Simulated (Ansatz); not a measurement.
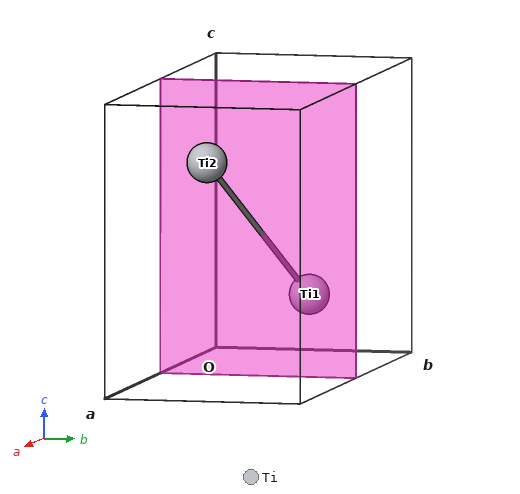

Crystal: Ti, coordinates from a relaxation with Ansatz, DFT, BLYP, plane waves (420 eV) with PAW, scalar-relativistic. The shaded plane is a symmetry element of the crystal. All values are computed from the atomic coordinates in the standard setting (tolerance 0.002 Å).

a = 2.961 Å, b = 2.961 Å, c = 4.688 Å, α = 90.00°, β = 90.00°, γ = 120.00°.

```json
{"atom": "Ti1", "x": "0.3333", "y": "0.6667", "z": "0.2500"}
{"atom": "Ti2", "x": "0.6667", "y": "0.3333", "z": "0.7500"}
```

**Is it a mirror or a glide plane, and what is the operation?**

It is a glide plane with glide vector (0, 1/2, 1/2), parallel to (1 0 0), through (1/2, 1/2, 1/2): x, y, z → −x+1, −x+y+1, z+1/2.

**Onto which atom does it carry each atom (up to whole multiples of a, b and c)?**

Ti1 → Ti2, Ti2 → Ti1.
